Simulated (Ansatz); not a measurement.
**Geometry relaxation of GaPH5Cl**

The run: geometry relaxation of GaPH5Cl. Method and program: RKS PBE0-D4/def2-SVP (Ansatz 0.2.0).

It belongs to a series of runs on one base structure; here: end point B relaxed. Figures and captions count atoms from 1; the log counts them from 0 in places.

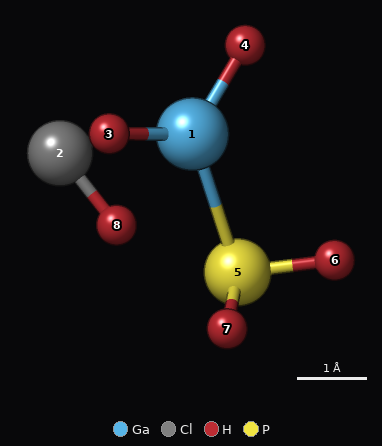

Figure 1. The input geometry (ball-and-stick view, seen at a tilt; atoms are numbered from 1 in the order of the input). Sticks mark near contacts. Bond lengths as drawn: Cl–H 1.34 Å, Ga–H 1.57 Å, Ga–P 2.30 Å and H–P 1.42 Å.

**Results in brief**

```tsv
quantity	value
outcome	converged
total energy	−74242.8855 eV
mean-field energy	−74242.7198 eV
largest force (length of the vector) at the end	0.007 eV/Å
hardware	2 threads of Intel Xeon @ 2.50GHz (Skylake/Cascade Lake), 32 GiB of memory available, shared host
wall time	19 s (CPU time 35 s)
peak memory	0.23 GiB
```

**Input file**
```yaml
crystal:
  periodic: [false, false, false]
  atoms:
    - { symbol: Ga, position_ang: [0.106404, -0.557921, -0.371449] }
    - { symbol: Cl, position_ang: [-0.142538, 0.28763, 2.948505] }
    - { symbol: H, position_ang: [1.437726, 0.227745, -0.619125] }
    - { symbol: H, position_ang: [-1.306058, -0.027821, -0.792239] }
    - { symbol: P, position_ang: [0.223954, -2.58526, 0.708783] }
    - { symbol: H, position_ang: [-0.706656, -3.307638, -0.090824] }
    - { symbol: H, position_ang: [1.406932, -3.093833, 0.102263] }
    - { symbol: H, position_ang: [-0.049165, -1.036903, 2.802086] }
basis:
  gaussian: { orbitals: def2-SVP }
hamiltonian:
  xc: pbe0
  dispersion: d4
relax:
  f_tol: 0.03
  max_steps: 50
```

Run as:
```bash
ansatz run input.yaml --threads 2 --pin off --max-ram 3072MiB --backend cpu --events-out ev --progress --plain --runs-dir out
```

**Log**
```
The last accepted step is kept in [file] (removed where the run ends without a failure and the disk answers)
Engine: ansatz 0.2.0, x86_64-unknown-linux-gnu
Functional definition: PBE0
  parameter a = 0.25
  parameter kappa = 0.804
  parameter beta = 0.06672455060314922
  exchange = (1 - a)*pbe_x(kappa = kappa, mu = beta*pi^2/3) + a*exact_x
  correlation = pbe_c(beta = beta)
957 factors; integrals over basis functions are off by at most 2.8e-4 eV
mean field evaluation 1: about -74241.8205 eV, gradient 2.1e1 eV
mean field evaluation 2: about -74241.9261 eV, gradient 2.3e1 eV
mean field evaluation 4: about -74242.6204 eV, gradient 4.6e-1 eV
mean field evaluation 8: about -74242.6191 eV, gradient 1.7e-2 eV
mean field -74242.61907178 eV, -2728.3659274334 hartree, gradient 4.8e-5 eV, S^2 0.000000; 0 other end points of the search recorded, 0 dependent functions left out
the calculation of the forces begins
reference -74242.61910084 eV, -2728.3659285011 hartree; 34, 34 occupied and 59, 59 virtual orbitals, 957 factors
relax step   1: F+E_penalty+E_count = -74242.77363098 eV  Δ(F+E_penalty+E_count) = +0.000e0 eV  max|allowed force component| = 1.052e0 eV/Å  Δτ_max = 0.0000 Å  (23 SCF iters, accepted)
these checks for a lower state are left out or cut short: starts, cluster_reference, orbital_swaps, neighbouring_geometries, increment
957 factors; integrals over basis functions are off by at most 2.7e-4 eV
mean field evaluation 16: about -74242.6720 eV, gradient 8.9e-2 eV
mean field -74242.67130155 eV, -2728.3678468420 hartree, gradient 1.9e-5 eV, S^2 0.000000; 0 other end points of the search recorded, 0 dependent functions left out
the calculation of the forces begins
reference -74242.67133024 eV, -2728.3678478962 hartree; 34, 34 occupied and 59, 59 virtual orbitals, 957 factors
relax step   2: F+E_penalty+E_count = -74242.83160229 eV  Δ(F+E_penalty+E_count) = -5.797e-2 eV  max|allowed force component| = 4.555e-1 eV/Å  Δτ_max = 0.1949 Å  (26 SCF iters, accepted)
these checks for a lower state are left out or cut short: starts, cluster_reference, orbital_swaps, neighbouring_geometries, increment
957 factors; integrals over basis functions are off by at most 2.6e-4 eV
mean field -74242.71333562 eV, -2728.3693915653 hartree, gradient 2.7e-5 eV, S^2 0.000000; 0 other end points of the search recorded, 0 dependent functions left out
the calculation of the forces begins
reference -74242.71336388 eV, -2728.3693926041 hartree; 34, 34 occupied and 59, 59 virtual orbitals, 957 factors
relax step   3: F+E_penalty+E_count = -74242.87859531 eV  Δ(F+E_penalty+E_count) = -4.699e-2 eV  max|allowed force component| = 1.088e-1 eV/Å  Δτ_max = 0.1950 Å  (26 SCF iters, accepted)
these checks for a lower state are left out or cut short: starts, cluster_reference, orbital_swaps, neighbouring_geometries, increment
957 factors; integrals over basis functions are off by at most 2.5e-4 eV
mean field evaluation 32: about -74242.7130 eV, gradient 4.3e-5 eV
mean field -74242.71296877 eV, -2728.3693780840 hartree, gradient 5.6e-5 eV, S^2 0.000000; 0 other end points of the search recorded, 0 dependent functions left out
the calculation of the forces begins
reference -74242.71299685 eV, -2728.3693791160 hartree; 34, 34 occupied and 59, 59 virtual orbitals, 957 factors
relax step   4: F+E_penalty+E_count = -74242.87989259 eV  Δ(F+E_penalty+E_count) = -1.297e-3 eV  max|allowed force component| = 1.221e-1 eV/Å  Δτ_max = 0.1178 Å  (23 SCF iters, accepted)
these checks for a lower state are left out or cut short: starts, cluster_reference, orbital_swaps, neighbouring_geometries, increment
957 factors; integrals over basis functions are off by at most 2.4e-4 eV
mean field -74242.71811638 eV, -2728.3695672553 hartree, gradient 8.9e-5 eV, S^2 0.000000; 0 other end points of the search recorded, 0 dependent functions left out
the calculation of the forces begins
reference -74242.71814447 eV, -2728.3695682874 hartree; 34, 34 occupied and 59, 59 virtual orbitals, 957 factors
relax step   5: F+E_penalty+E_count = -74242.88439085 eV  Δ(F+E_penalty+E_count) = -4.498e-3 eV  max|allowed force component| = 6.134e-2 eV/Å  Δτ_max = 0.0396 Å  (22 SCF iters, accepted)
these checks for a lower state are left out or cut short: starts, cluster_reference, orbital_swaps, neighbouring_geometries, increment
957 factors; integrals over basis functions are off by at most 2.4e-4 eV
mean field -74242.71977917 eV, -2728.3696283615 hartree, gradient 8.7e-5 eV, S^2 0.000000; 0 other end points of the search recorded, 0 dependent functions left out
the calculation of the forces begins
reference -74242.71980729 eV, -2728.3696293950 hartree; 34, 34 occupied and 59, 59 virtual orbitals, 957 factors
relax step   6: F+E_penalty+E_count = -74242.88519805 eV  Δ(F+E_penalty+E_count) = -8.072e-4 eV  max|allowed force component| = 4.475e-2 eV/Å  Δτ_max = 0.0369 Å  (23 SCF iters, accepted)
these checks for a lower state are left out or cut short: starts, cluster_reference, orbital_swaps, neighbouring_geometries, increment
957 factors; integrals over basis functions are off by at most 2.4e-4 eV
mean field -74242.71978581 eV, -2728.3696286055 hartree, gradient 1.7e-5 eV, S^2 0.000000; 0 other end points of the search recorded, 0 dependent functions left out
the calculation of the forces begins
reference -74242.71981391 eV, -2728.3696296381 hartree; 34, 34 occupied and 59, 59 virtual orbitals, 957 factors
relax step   7: F+E_penalty+E_count = -74242.88547530 eV  Δ(F+E_penalty+E_count) = -2.773e-4 eV  max|allowed force component| = 7.349e-3 eV/Å  Δτ_max = 0.0119 Å  (22 SCF iters, accepted)
957 factors; integrals over basis functions are off by at most 2.4e-4 eV
mean field evaluation 64: about -74242.7198 eV, gradient 4.4e-5 eV
```

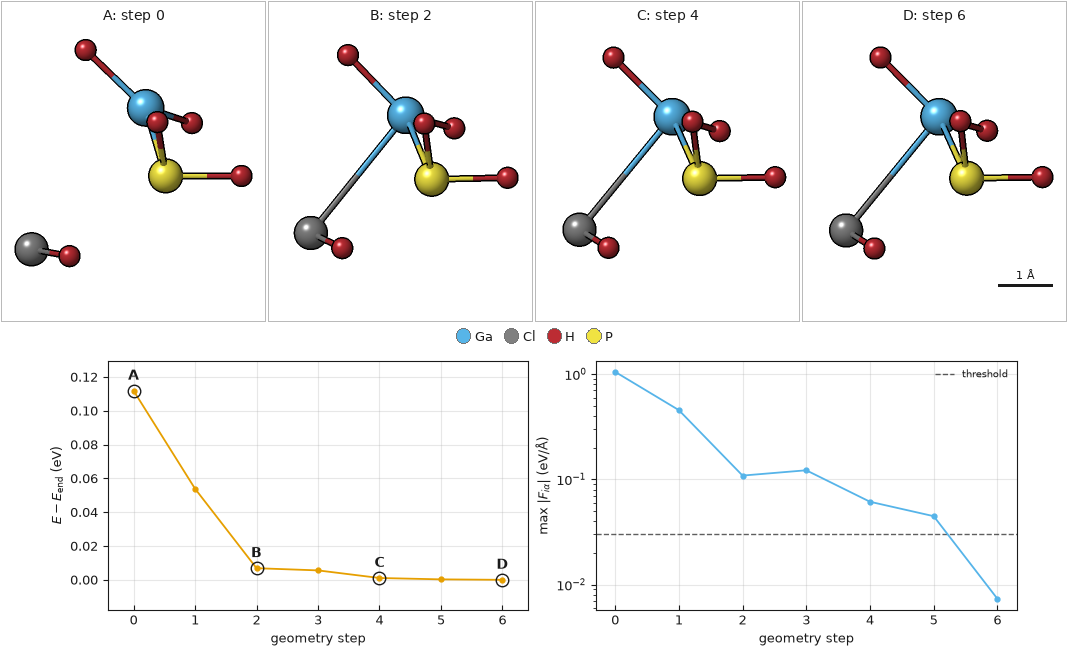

Figure 2. Frames of the relaxation (ball-and-stick view, seen at a tilt) above the curves, on which the letters mark them (the first geometry is step 0 here and step 1 in the log).

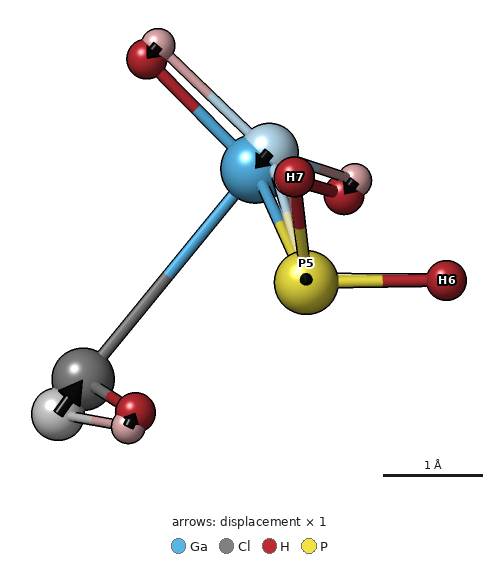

Figure 3. Start (faint) and end (solid) with the displacements as black arrows, at true length (ball-and-stick view, seen at a tilt). The two geometries are laid on each other by the best rigid fit. Cl2 moves most after the best rigid fit: 0.44 Å. Largest moves by element: Cl 0.44 Å, Ga 0.22 Å, H 0.18 Å, P 0.09 Å. Among the contacts that change: Ga1–Cl2 3.435 → 2.789 Å, Ga1–P5 2.300 → 2.347 Å, Cl2–H8 1.336 → 1.306 Å. After 6 geometry steps the energy has fallen by 0.112 eV. Largest force component: 1.1 eV/Å at the start, 0.0073 eV/Å at the end. (Atoms are counted from 1 in the order of the input.)

```
mean field -74242.71978581 eV, -2728.3696286055 hartree, gradient 1.7e-5 eV, S^2 0.000000; 1 other end points of the search recorded, 0 dependent functions left out
the calculation of the forces begins
reference -74242.71981391 eV, -2728.3696296381 hartree; 34, 34 occupied and 59, 59 virtual orbitals, 957 factors
Total energy: -74242.88550340 eV, -2728.3757186149 hartree
Atom 0 at     0.096989    -0.504418    -0.160262 Å, force    -0.000547     0.001516     0.001472 eV/Å
Atom 1 at    -0.145564     0.277618     2.506032 Å, force     0.000217    -0.004643    -0.000237 eV/Å
Atom 2 at     1.435648     0.257727    -0.445796 Å, force     0.000593     0.000528    -0.001560 eV/Å
Atom 3 at    -1.314145    -0.002299    -0.619692 Å, force    -0.000273     0.000522    -0.002034 eV/Å
Atom 4 at     0.241423    -2.659233     0.758500 Å, force     0.001216    -0.007349    -0.000561 eV/Å
Atom 5 at    -0.710558    -3.323920    -0.065779 Å, force     0.001438     0.003434     0.001874 eV/Å
Atom 6 at     1.401365    -3.122491     0.074811 Å, force    -0.002506     0.002763     0.001187 eV/Å
Atom 7 at    -0.034559    -1.016985     2.640185 Å, force    -0.000137     0.003228    -0.000141 eV/Å
Dipole moment:     0.008344    -0.125088     0.057507 e Å
```

**Trajectory as extended XYZ (Å, eV, eV/Å), 7 frames, from step=1 to step=7**
```
8
Properties=species:S:1:pos:R:3:forces:R:3 step=1 energy=-74242.77363
Ga    0.1064   -0.5579   -0.3714   -0.0161   0.2950   0.0080
Cl   -0.1425    0.2876    2.9485    0.0787  -1.0522  -0.2576
H     1.4377    0.2277   -0.6191    0.0053   0.0117  -0.0035
H    -1.3061   -0.0278   -0.7922   -0.0015   0.0007   0.0001
P     0.2240   -2.5853    0.7088   -0.0049  -0.2290   0.1838
H    -0.7067   -3.3076   -0.0908    0.0016  -0.0066   0.0109
H     1.4069   -3.0938    0.1023    0.0009   0.0010  -0.0068
H    -0.0492   -1.0369    2.8021   -0.0640   0.9794   0.0652
8
Properties=species:S:1:pos:R:3:forces:R:3 step=2 energy=-74242.83160
Ga    0.1031   -0.5227   -0.3097   -0.0292   0.1651   0.1027
Cl   -0.1320    0.2313    2.7622    0.0329  -0.4236  -0.1114
H     1.4356    0.2537   -0.5834    0.0042  -0.0016   0.0146
H    -1.3076   -0.0065   -0.7544   -0.0028   0.0032   0.0127
P     0.2196   -2.5822    0.7529    0.0254  -0.1912   0.0188
H    -0.7081   -3.3009   -0.0542   -0.0023   0.0006   0.0086
H     1.3986   -3.0826    0.1301    0.0005  -0.0080   0.0073
H    -0.0385   -1.0841    2.7446   -0.0288   0.4555  -0.0533
8
Properties=species:S:1:pos:R:3:forces:R:3 step=3 energy=-74242.87860
Ga    0.0947   -0.4899   -0.1909   -0.0085   0.0045   0.0233
Cl   -0.1257    0.2335    2.5673   -0.0078   0.0875  -0.0571
H     1.4291    0.2736   -0.4979   -0.0033  -0.0171   0.0407
H    -1.3129    0.0106   -0.6671    0.0016  -0.0062   0.0417
P     0.2242   -2.6253    0.7776    0.0328  -0.0812  -0.1088
H    -0.7056   -3.3197   -0.0497   -0.0019   0.0276   0.0288
H     1.3981   -3.1073    0.1284   -0.0151   0.0213   0.0313
H    -0.0312   -1.0694    2.6202    0.0022  -0.0363   0.0000
8
Properties=species:S:1:pos:R:3:forces:R:3 step=4 energy=-74242.87989
Ga    0.0914   -0.4898   -0.1267    0.0094  -0.0428  -0.1221
Cl   -0.1339    0.2752    2.4574   -0.0070   0.0299   0.0880
H     1.4300    0.2687   -0.4272   -0.0052  -0.0166   0.0007
H    -1.3196    0.0088   -0.5943    0.0101  -0.0130   0.0012
P     0.2330   -2.6664    0.7634    0.0119   0.0105  -0.0328
H    -0.7081   -3.3361   -0.0716    0.0242   0.0318   0.0216
H     1.4061   -3.1316    0.1004   -0.0397   0.0293   0.0134
H    -0.0284   -1.0228    2.5866   -0.0038  -0.0291   0.0301
8
Properties=species:S:1:pos:R:3:forces:R:3 step=5 energy=-74242.88439
Ga    0.0961   -0.5053   -0.1628   -0.0020   0.0167   0.0488
Cl   -0.1369    0.2692    2.4925   -0.0023  -0.0219   0.0323
H     1.4331    0.2586   -0.4436    0.0199  -0.0011  -0.0236
H    -1.3152    0.0032   -0.6090   -0.0192  -0.0042  -0.0288
P     0.2378   -2.6573    0.7635   -0.0165   0.0613   0.0469
H    -0.7099   -3.3200   -0.0621   -0.0228  -0.0452  -0.0373
H     1.4033   -3.1129    0.0913    0.0435  -0.0453  -0.0378
H    -0.0377   -1.0295    2.6183   -0.0006   0.0398  -0.0005
8
Properties=species:S:1:pos:R:3:forces:R:3 step=6 energy=-74242.88520
Ga    0.0966   -0.5044   -0.1602    0.0025  -0.0142  -0.0115
Cl   -0.1442    0.2830    2.5105    0.0004  -0.0027  -0.0124
H     1.4355    0.2558   -0.4469    0.0041   0.0086   0.0025
H    -1.3147   -0.0036   -0.6191   -0.0063   0.0080   0.0011
P     0.2409   -2.6612    0.7511   -0.0025  -0.0003   0.0447
H    -0.7108   -3.3281   -0.0713    0.0070   0.0069  -0.0101
H     1.4041   -3.1252    0.0741   -0.0068   0.0047  -0.0120
H    -0.0368   -1.0104    2.6498    0.0016  -0.0110  -0.0024
8
Properties=species:S:1:pos:R:3:forces:R:3 step=7 energy=-74242.88548
Ga    0.0970   -0.5044   -0.1603   -0.0005   0.0015   0.0015
Cl   -0.1456    0.2776    2.5060    0.0002  -0.0046  -0.0002
H     1.4356    0.2577   -0.4458    0.0006   0.0005  -0.0016
H    -1.3141   -0.0023   -0.6197   -0.0003   0.0005  -0.0020
P     0.2414   -2.6592    0.7585    0.0012  -0.0073  -0.0006
H    -0.7106   -3.3239   -0.0658    0.0014   0.0034   0.0019
H     1.4014   -3.1225    0.0748   -0.0025   0.0028   0.0012
H    -0.0346   -1.0170    2.6402   -0.0001   0.0032  -0.0001
```
